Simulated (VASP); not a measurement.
Band structure of WC (wc). Calculation: AM05 GGA, VASP's PBE PAW potentials (set 64) (plane waves; VASP 6.6.1).

Unless said otherwise, spin-orbit coupling is left out, though it shifts the bands of the heavy elements here.

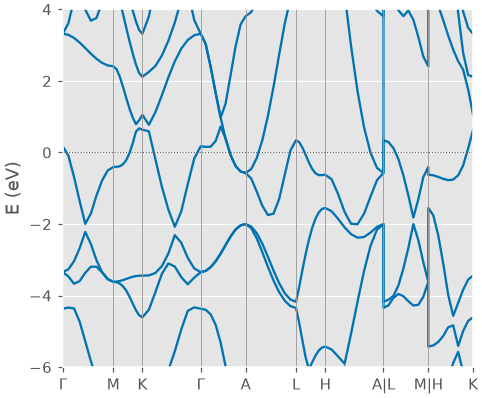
Bands along high-symmetry lines, zero at the valence-band maximum or, without a gap, the Fermi level

Question: Read the plot: is there a gap, and where are the band edges?

Answer: It has no gap at this level: it comes out as a metal or semimetal. (Edges off the drawn lines would not show.)

The compound is WC in the wc structure. It was relaxed first.
